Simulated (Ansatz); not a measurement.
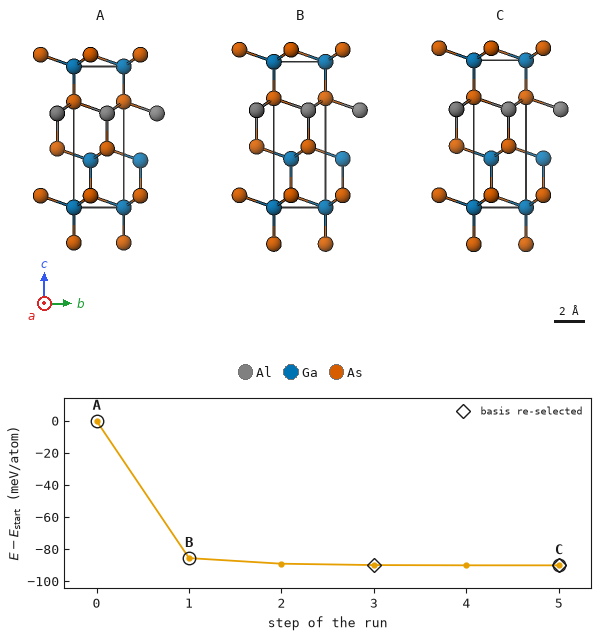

Frames of a relaxation of crystalline AlGa2As3 (a generated structure, set up in P3m1) (coarse preliminary run), marked on the history of the run. Style: ball-and-stick. Shown: the cell of the calculation, along the a axis.

All numbers below come from DFT PBE, scalar-relativistic, plane waves, PAW (Ansatz 0.2.0).

Input file:
```yaml
crystal:
  lattice:
    - [3.8843796, 0.0, 0.0]
    - [-1.9421898, 3.36397141, 0.0]
    - [0.0, 0.0, 9.51474799]
  atoms:
    - { symbol: Al, position: [0.33333333, 0.66666667, 0.66666667] }
    - { symbol: Ga, position: [0.0, 0.0, 0.0] }
    - { symbol: Ga, position: [0.66666667, 0.33333333, 0.33333333] }
    - { symbol: As, position: [0.66666667, 0.33333333, 0.08333333] }
    - { symbol: As, position: [0.33333333, 0.66666667, 0.41666667] }
    - { symbol: As, position: [0.0, 0.0, 0.75] }
basis:
  ecutwfc: 420
kpoints:
  mp_grid: { grid: [6, 6, 2] }
hamiltonian:
  xc: pbe
scf:
  occupations: { method: gaussian, width: 0.1 }
  lower_state_search: "off"
output:
  forces: true
  stress: true
  eigenvalues: true
relax:
  adjacent_minimum: "off"
  f_tol: 0.04
  max_steps: 70
  cell: { stress_tol: 0.4 }
```

Launched with:
```bash
ansatz run input.yaml --threads 1 --pin off --max-ram 2560MiB --backend cpu --events-out ev --progress --plain --runs-dir out
```

Q: Describe the path.

A: The largest move relative to the cell is that of As6, 0.011 Å along −c. By element the largest moves are As 0.011 Å, Al 0.006 Å, Ga 0.001 Å. The volume changes by +14.0 %, with a = b 3.884 → 4.061 Å (+4.6 %), c 9.515 → 9.921 Å (+4.3 %). Some distances before and after: Ga2–As4 2.379 → 2.486 Å, Ga3–As4 2.379 → 2.482 Å, Al1–As5 2.379 → 2.480 Å. The space group stays P3m1 (No. 156). The energy falls by 90.0 meV per atom in 3 accepted moves (5 points after the start). Largest force component: 0.11 eV/Å at the start, 0.0065 eV/Å at the end. Pressure: 11.18 GPa at the start and 0.02 GPa at the end. The SCF was repeated twice at an unchanged geometry on a basis and grid sized afresh for the cell, which shifted the energy by 0.8 meV per atom at most. From step 0 to 1: volume +10.8 %, energy −85.5 meV per atom. From step 1 to 5: volume +2.9 %, energy −4.5 meV per atom.

```csv
step,"E − E(0), meV/atom","largest force component, eV/Å","pressure, GPa","volume, Å³/atom",note
0,0.00,0.1109,11.18,20.721,
1,-85.50,0.0201,1.90,22.962,
2,-89.01,0.0075,0.35,23.483,
3,-89.85,0.0077,0.39,23.483,"same geometry, new basis"
4,-90.00,0.0065,0.02,23.618,
5,-90.02,0.0065,0.02,23.618,"same geometry, new basis"
```
